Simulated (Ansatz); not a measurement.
# C3H7ClOSi: up Jacob's ladder to CCSD(T), part 2 of 2

Ansatz 0.2.0, Gaussian basis; functionals in def2-TZVPP, the program's frozen cores in correlated methods. The steps go on from the part before.

## (17) ωB97M-V (range-separated)

in.yaml reads:

```yaml
crystal:
  periodic: [false, false, false]
  atoms:
    - {symbol: C, position_ang: [-0.081954, -1.252838, 0.954555]}
    - {symbol: C, position_ang: [0.113051, 0.010146, 0.147128]}
    - {symbol: C, position_ang: [0.195553, -0.247331, -1.341299]}
    - {symbol: O, position_ang: [-0.998349, 0.873892, 0.404038]}
    - {symbol: Si, position_ang: [-1.227060, 2.465064, 0.621079]}
    - {symbol: Cl, position_ang: [0.730697, 3.255518, 0.430027]}
    - {symbol: H, position_ang: [-0.996826, -1.764811, 0.647508]}
    - {symbol: H, position_ang: [0.761874, -1.929841, 0.804411]}
    - {symbol: H, position_ang: [-0.154444, -1.024542, 2.019258]}
    - {symbol: H, position_ang: [1.022404, 0.523744, 0.475801]}
    - {symbol: H, position_ang: [1.029464, -0.917113, -1.562426]}
    - {symbol: H, position_ang: [-0.726575, -0.711714, -1.698656]}
    - {symbol: H, position_ang: [0.352464, 0.685126, -1.886725]}
basis:
  gaussian: {orbitals: def2-TZVPP}
hamiltonian: {xc: {name: wB97M-V}}
output: {forces: true, orbitals: {seedname: orbitals}}
```

Run with:

```sh
ansatz run in.yaml --threads 4 --pin off --events-out ev --progress --plain --max-ram 11315MiB
```

Standard output (excerpt; [...] marks lines left out):

```text
Functional definition: wB97M-V
  name "wB97M-V"
  cite "Mardirossian & Head-Gordon, J. Chem. Phys. 144, 214110 (2016) doi:10.1063/1.4952647"
  cite "Becke, J. Chem. Phys. 107, 8554 (1997) doi:10.1063/1.475007"
  cite "Vydrov & Van Voorhis, J. Chem. Phys. 133, 244103 (2010) doi:10.1063/1.3521275"
  # Of w^i u^j: cxij and so on, Table III.
[...]
  gx(w, u) = 1 - cx + cx01*u + cx10*w
[...]
Atom 9 at     1.022404     0.523744     0.475801 Å, force    -0.075167    -0.054912    -0.025395 eV/Å
Atom 10 at     1.029464    -0.917113    -1.562426 Å, force    -0.056133     0.044482     0.014598 eV/Å
Atom 11 at    -0.726575    -0.711714    -1.698656 Å, force     0.054570     0.030959     0.034217 eV/Å
Atom 12 at     0.352464     0.685126    -1.886725 Å, force    -0.012135    -0.056839     0.039779 eV/Å
Dipole moment:     0.016476    -0.401786    -0.056948 e Å
```

Run time: 17 s. Hardware: 4 threads of Arm Neoverse V2, shared host; peak memory 1.4 GiB.

Atomisation energy: 5111.8 kJ/mol (free atoms -25620.956 eV, run apart). HOMO -9.42 eV, LUMO 0.21 eV.

## (18) B2PLYP (double hybrid)

in.yaml: that of step 17 with these lines changed.

```diff
@@ -18,3 +18,2 @@
   gaussian: {orbitals: def2-TZVPP}
-hamiltonian: {xc: {name: wB97M-V}}
-output: {forces: true, orbitals: {seedname: orbitals}}
+hamiltonian: {xc: {name: B2PLYP}}
```

Launched as before.

Standard output (excerpt; [...] marks lines left out):

```text
Functional definition: B2PLYP
  name "B2PLYP"
  cite "Grimme, J. Chem. Phys. 124, 034108 (2006) doi:10.1063/1.2148954"
  cite "Becke, Phys. Rev. A 38, 3098 (1988) doi:10.1103/PhysRevA.38.3098"
  cite "Lee, Yang & Parr, Phys. Rev. B 37, 785 (1988) doi:10.1103/PhysRevB.37.785"
[...]
1804 factors; integrals over basis functions are off by at most 1.2e-3 eV
[...]
mean field -25656.78045260 eV, -942.8692908426 hartree, gradient 2.1e-6 eV, S^2 0.000000; 0 other end points of the search recorded, 0 dependent functions left out
14 core orbitals not correlated: weight in the atoms' cores, before any rotation towards them, 1.000 or more for the frozen orbitals, at most 0.000 for the correlated occupied ones
reference -25656.78064716 eV, -942.8692979927 hartree; 18, 18 occupied and 274, 274 virtual orbitals, 1804 factors
second order -34.62860780 eV of doubles, -0.00000000 eV of singles
Total energy: -25666.13037127 eV, -943.2128940162 hartree
```

Wall time 9 s (4 threads of Arm Neoverse V2, shared host); peak memory 1 GiB.

Atomisation energy: 5026.0 kJ/mol (free atoms -25614.040 eV, run apart).

## (19) PBE-QIDH (double hybrid)

in.yaml: that of step 18 with these lines changed.

```diff
@@ -18,2 +18,2 @@
   gaussian: {orbitals: def2-TZVPP}
-hamiltonian: {xc: {name: B2PLYP}}
+hamiltonian: {xc: {name: PBE-QIDH}}
```

Same command.

Standard output (excerpt; [...] marks lines left out):

```text
Functional definition: PBE-QIDH
  name "PBE-QIDH"
  cite "Brémond, Sancho-García, Pérez-Jiménez & Adamo, J. Chem. Phys. 141, 031101 (2014) doi:10.1063/1.4890314"
  cite "Perdew, Burke & Ernzerhof, Phys. Rev. Lett. 77, 3865 (1996) doi:10.1103/PhysRevLett.77.3865"
[...]
1804 factors; integrals over basis functions are off by at most 1.2e-3 eV
[...]
mean field -25647.58466292 eV, -942.5313518050 hartree, gradient 4.9e-6 eV, S^2 0.000000; 0 other end points of the search recorded, 0 dependent functions left out
14 core orbitals not correlated: weight in the atoms' cores, before any rotation towards them, 1.000 or more for the frozen orbitals, at most 0.000 for the correlated occupied ones
reference -25647.58467679 eV, -942.5313523148 hartree; 18, 18 occupied and 274, 274 virtual orbitals, 1804 factors
second order -32.15284116 eV of doubles, -0.00000000 eV of singles
Total energy: -25658.30229051 eV, -942.9252173544 hartree
```

It took 9.5 s on 4 threads of Arm Neoverse V2, shared host; peak memory 1 GiB.

With the free atoms at this level, -25605.871 eV in sum, the atomisation energy is 5058.8 kJ/mol.

## (20) Frontier levels by functional

Dipoles come from the runs that computed forces. Levels, from each run's orbital file:

| functional | HOMO (eV) | LUMO (eV) | gap (eV) | dipole (D) |
| --- | --- | --- | --- | --- |
| LDA (SPW92) | -6.33 | -2.75 | 3.59 |  |
| PBE-D4 | -6.22 | -2.57 | 3.64 | 2.07 |
| revPBE-D4 | -6.17 | -2.51 | 3.66 |  |
| BLYP-D4 | -6.08 | -2.42 | 3.66 |  |
| r2SCAN-D4 | -6.42 | -2.49 | 3.93 | 2.17 |
| B97M-V | -6.53 | -2.46 | 4.07 |  |
| PBE0-D4 | -7.32 | -1.78 | 5.54 |  |
| B3LYP-D4 | -7.13 | -1.95 | 5.17 | 1.99 |
| r2SCANh-D4 | -6.83 | -2.19 | 4.64 |  |
| r2SCAN0-D4 | -7.44 | -1.73 | 5.71 |  |
| HSE06-D4 | -6.92 | -2.16 | 4.76 |  |
| BHLYP-D4 | -8.31 | -0.87 | 7.43 |  |
| CAM-B3LYP-D4 | -8.61 | -0.69 | 7.92 |  |
| LC-ωPBE | -9.89 | 0.38 | 10.27 |  |
| ωB97X-V | -9.57 | 0.30 | 9.87 |  |
| ωB97M-V | -9.42 | 0.21 | 9.63 | 1.95 |

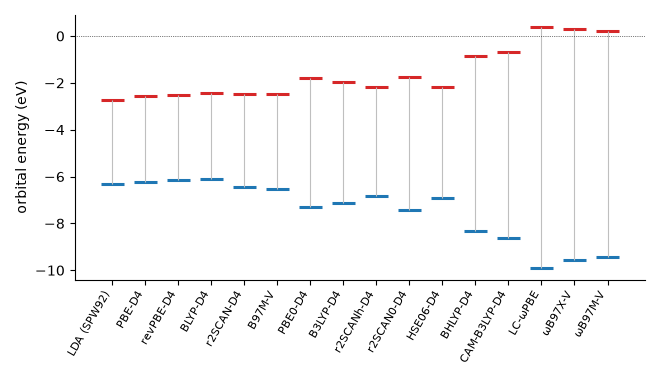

Highest occupied (blue) and lowest empty (red) level by functional.

## (21) CCSD(T) in def2-SVP

in.yaml: that of step 19 with these lines changed.

```diff
@@ -17,3 +17,3 @@
 basis:
-  gaussian: {orbitals: def2-TZVPP}
-hamiltonian: {xc: {name: PBE-QIDH}}
+  gaussian: {orbitals: def2-SVP}
+correlation: {method: ccsd_t}
```

Same command.

Standard output (excerpt; [...] marks lines left out):

```text
Functional definition: HF
  name "HF"
  cite "Fock, Z. Phys. 61, 126 (1930) doi:10.1007/BF01340294"
  parent pbe
[...]
1253 factors; integrals over basis functions are off by at most 1.5e-3 eV
[...]
mean field -25596.70512035 eV, -940.6615631032 hartree, gradient 2.0e-6 eV, S^2 0.000000; 0 other end points of the search recorded, 0 dependent functions left out
14 core orbitals not correlated: weight in the atoms' cores, before any rotation towards them, 1.000 or more for the frozen orbitals, at most 0.000 for the correlated occupied ones
reference -25596.70512035 eV, -940.6615631032 hartree; 18, 18 occupied and 95, 95 virtual orbitals, 1253 factors
second order -22.40526861 eV of doubles, -0.00000000 eV of singles
cycle   1  -23.43485069 eV  change    -1.0e0 eV  update   1.2e-1
[...]
cycle   9  -24.19244776 eV  change   -2.8e-5 eV  update   3.7e-5
perturbative correction -0.69717889 eV, -0.0256208517 hartree
Total energy: -25621.59474700 eV, -941.5762400117 hartree
```

Run time: 12 s. Hardware: 4 threads of Arm Neoverse V2, shared host; peak memory 0.79 GiB.

## (22) CCSD(T) in def2-TZVPP

in.yaml: that of step 21 with these lines changed.

```diff
@@ -17,3 +17,4 @@
 basis:
-  gaussian: {orbitals: def2-SVP}
+  gaussian: {orbitals: def2-TZVPP}
 correlation: {method: ccsd_t}
+output: {orbitals: {seedname: orbitals}}
```

Launched as before.

Standard output (excerpt; [...] marks lines left out):

```text
Functional definition: HF
  name "HF"
  cite "Fock, Z. Phys. 61, 126 (1930) doi:10.1007/BF01340294"
  parent pbe
[...]
1804 factors; integrals over basis functions are off by at most 1.2e-3 eV
[...]
mean field -25609.93785097 eV, -941.1478569837 hartree, gradient 1.6e-6 eV, S^2 0.000000; 0 other end points of the search recorded, 0 dependent functions left out
14 core orbitals not correlated: weight in the atoms' cores, before any rotation towards them, 1.000 or more for the frozen orbitals, at most 0.000 for the correlated occupied ones
reference -25609.93785097 eV, -941.1478569837 hartree; 18, 18 occupied and 274, 274 virtual orbitals, 1804 factors
second order -28.49245757 eV of doubles, -0.00000000 eV of singles
cycle   1  -29.19912736 eV  change   -7.1e-1 eV  update   1.2e-1
[...]
cycle  10  -30.05788205 eV  change    1.4e-5 eV  update   1.5e-5
perturbative correction -1.25690570 eV, -0.0461904325 hartree
Total energy: -25641.25263872 eV, -942.2986542076 hartree
```

Wall time 17 min (4 threads of Arm Neoverse V2, shared host); peak memory 4.3 GiB.

## (23) MP2 in def2-QZVPP

in.yaml: that of step 22 with these lines changed.

```diff
@@ -17,4 +17,3 @@
 basis:
-  gaussian: {orbitals: def2-TZVPP}
-correlation: {method: ccsd_t}
-output: {orbitals: {seedname: orbitals}}
+  gaussian: {orbitals: "def2-QZVPP.json"}
+correlation: {method: mp2}
```

Launched as before.

Standard output (excerpt; [...] marks lines left out):

```text
Functional definition: HF
  name "HF"
  cite "Fock, Z. Phys. 61, 126 (1930) doi:10.1007/BF01340294"
  parent pbe
[...]
3436 factors; integrals over basis functions are off by at most 1.1e-3 eV
[...]
mean field -25610.77441676 eV, -941.1786002097 hartree, gradient 2.2e-6 eV, S^2 0.000000; 0 other end points of the search recorded, 0 dependent functions left out
14 core orbitals not correlated: weight in the atoms' cores, before any rotation towards them, 1.000 or more for the frozen orbitals, at most 0.000 for the correlated occupied ones
reference -25610.77441676 eV, -941.1786002097 hartree; 18, 18 occupied and 546, 546 virtual orbitals, 3436 factors
second order -30.66454082 eV of doubles, -0.00000000 eV of singles
Total energy: -25641.43895759 eV, -942.3055012998 hartree
```

Wall time 39 s (4 threads of Arm Neoverse V2, shared host); peak memory 5 GiB.

Energy pieces by basis (eV):

```
     basis           HF  MP2 correlation  CCSD correlation      (T)              total
  def2-SVP  -25596.7051         -22.4053          -24.1924  -0.6972        -25621.5947
def2-TZVPP  -25609.9379         -28.4925          -30.0579  -1.2569        -25641.2526
def2-QZVPP  -25610.7744         -30.6645                             -25641.4390 (MP2)
```

The report of the def2-TZVPP run gives T1 = 0.0128.

## (24) The basis-set limit

No new run: Hartree-Fock is extrapolated as exp(−7.88√X) and correlation as X^−2.97, with X = 3 and 4; only MP2 was run in the larger set, so CCSD(T) minus MP2 is added from the smaller one.

| level | energy at the limit (eV) |
| --- | --- |
| HF | -25610.8896 |
| MP2 | -25643.1631 |
| CCSD | -25644.7286 |
| CCSD(T) | -25645.9855 |

## (25) RPA on PBE orbitals

in.yaml: that of step 23 with these lines changed.

```diff
@@ -17,3 +17,4 @@
 basis:
-  gaussian: {orbitals: "def2-QZVPP.json"}
-correlation: {method: mp2}
+  gaussian: {orbitals: def2-TZVPP}
+hamiltonian: {xc: pbe}
+correlation: {method: rpa}
```

Launched as before.

Standard output (excerpt; [...] marks lines left out):

```text
Functional definition: PBE
  name "PBE"
  cite "Perdew, Burke & Ernzerhof, Phys. Rev. Lett. 77, 3865 (1996) doi:10.1103/PhysRevLett.77.3865"
  parent pbe
[...]
1804 factors; integrals over basis functions are off by at most 1.2e-3 eV
[...]
mean field -25661.39278008 eV, -943.0387907513 hartree, gradient 2.2e-6 eV, S^2 0.000000; 0 other end points of the search recorded, 0 dependent functions left out
14 core orbitals not correlated: weight in the atoms' cores, before any rotation towards them, 1.000 or more for the frozen orbitals, at most 0.000 for the correlated occupied ones
reference -25608.02625536 eV, -941.0776071407 hartree; 18, 18 occupied and 274, 274 virtual orbitals, 1804 factors
Total energy: -25655.05123549 eV, -942.8057432861 hartree
```

Run time: 8.5 s. Hardware: 4 threads of Arm Neoverse V2, shared host; peak memory 0.99 GiB.

RPA correlation: -47.025 eV. No RPA run of the hydrogen atom was made, so RPA has no atomisation energy below.

## (26) The ladder

Free atoms (3 C, 1 O, 1 Si, 1 Cl, 7 H) were run apart at each level; the atomisation energy is their sum less the molecule, without zero-point or spin-orbit terms.

Differences are taken before rounding.

```csv
method,rung,"atoms, summed (eV)",atomisation energy (kJ/mol),from CCSD(T)/CBS (kJ/mol),time
LDA (SPW92),LDA,-25500.187,5811.6,+726.5,1.8 s
PBE-D4,GGA,-25607.988,5184.9,+99.9,3.6 s
revPBE-D4,GGA,-25620.022,5064.3,-20.7,2.9 s
BLYP-D4,GGA,-25623.206,5070.1,-14.9,2.9 s
r2SCAN-D4,meta-GGA,-25619.930,5094.2,+9.2,7 s
B97M-V,meta-GGA,-25618.641,5103.7,+18.7,14 s
PBE0-D4,hybrid,-25611.054,5098.8,+13.8,4.7 s
B3LYP-D4,hybrid,-25626.292,5078.1,-6.9,8 s
r2SCANh-D4,hybrid,-25619.910,5064.8,-20.2,8 s
r2SCAN0-D4,hybrid,-25619.895,5023.0,-62.0,7 s
HSE06-D4,hybrid,-25610.324,5102.3,+17.3,4.8 s
BHLYP-D4,hybrid,-25623.419,4940.0,-145.0,5 s
CAM-B3LYP-D4,range-separated,-25622.760,5100.0,+15.0,5.5 s
LC-ωPBE,range-separated,-25615.547,5052.0,-33.0,3.8 s
ωB97X-V,range-separated,-25619.750,5093.4,+8.4,11 s
ωB97M-V,range-separated,-25620.956,5111.8,+26.8,17 s
B2PLYP,double hybrid,-25614.040,5026.0,-59.0,9 s
PBE-QIDH,double hybrid,-25605.871,5058.8,-26.2,9.5 s
HF/def2-TZVPP,wavefunction,-25571.068,3750.4,-1334.6,
MP2/def2-TZVPP,wavefunction,-25586.157,5043.7,-41.3,
CCSD/def2-TZVPP,wavefunction,-25589.415,4880.3,-204.7,
CCSD(T)/def2-SVP,wavefunction,-25571.633,4820.5,-264.5,12 s
CCSD(T)/def2-TZVPP,wavefunction,-25589.883,4956.4,-128.6,17 min
MP2/CBS,wavefunction,-25589.557,5172.2,+87.2,
CCSD(T)/CBS,wavefunction,-25593.283,5085.0,0,17 min
```

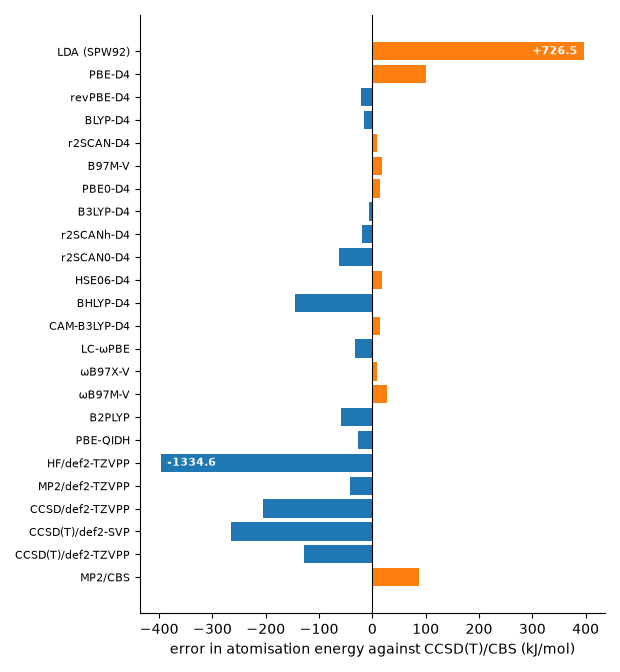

Deviations from CCSD(T)/CBS, method by method. Bars with a number in them are cut short.

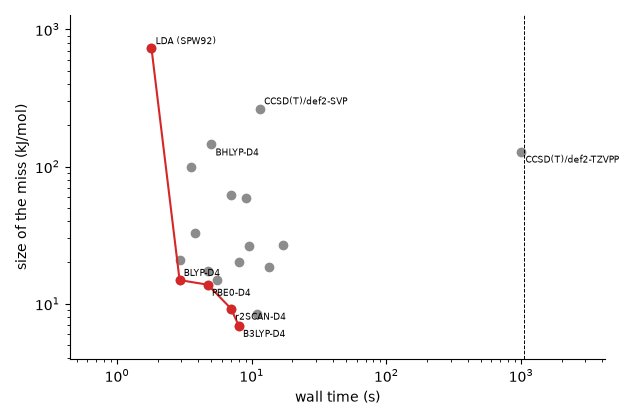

Miss against cost. Red marks the levels that no quicker level drawn beats (of those quicker than the yardstick), and the dashed line is the time of CCSD(T)/CBS. Only those levels and the largest misses are named. Times are from a shared host.

LDA (SPW92), LC-ωPBE, B2PLYP, PBE-QIDH carry no dispersion term (for B3LYP, D4 adds 51.4 kJ/mol).

Times are those of the molecule's run; HF, MP2 and CCSD come out of the CCSD(T) runs, and the limit's time is the sum of the runs that it needs.

## (27) Summary of results

This closing draws on all 2 parts.

| quantity | value |
| --- | --- |
| atomisation energy, CCSD(T)/CBS | 5085.0 kJ/mol |
| functionals within 25.4 kJ/mol (0.5 %) | revPBE-D4, BLYP-D4, r2SCAN-D4, B97M-V, PBE0-D4, B3LYP-D4, r2SCANh-D4, HSE06-D4, CAM-B3LYP-D4, ωB97X-V |
| farthest beyond LDA | BHLYP-D4 (-145.0 kJ/mol) |
| mean size of error, GGA | 45.1 kJ/mol |
| mean size of error, meta-GGA | 13.9 kJ/mol |
| mean size of error, hybrid | 44.2 kJ/mol |
| mean size of error, range-separated | 20.8 kJ/mol |
| mean size of error, double hybrid | 42.6 kJ/mol |
| gap, smallest and largest | 3.59 eV (LDA (SPW92)), 10.27 eV (LC-ωPBE) |
| T1 diagnostic | 0.0128 |
| triples share of the correlation energy | 4.0 % |

**Reading.** The LDA atomisation energy is off by 726.5 kJ/mol (14 %): it overbinds. PBE-D4 misses by +99.9 kJ/mol. Double hybrids carry the basis error of their MP2 part in triple zeta, and no dispersion term here, so their miss is partly the set-up's. The rungs meta-GGA, range-separated miss on average by less than the doubt on the reference (25.4 kJ/mol), so they tie. The reference freezes the cores and leaves out relativity and excitations past (T), so misses under about 25.4 kJ/mol can't be ranked. Hartree-Fock recovers 74 % of the binding; the rest is correlation. CCSD(T) in def2-SVP is off by -264.5 kJ/mol, worse than the median functional, from the basis alone. The gap grows from 3.6 to 10.3 eV across the functionals, mostly with the share of exact exchange.

B3LYP-D4 reaches 6.9 kJ/mol from the reference in 8 s, where CCSD(T)/CBS took 17 min; the quickest level in the cost chart, LDA (SPW92), takes 1.8 s and misses by 726.5 kJ/mol.
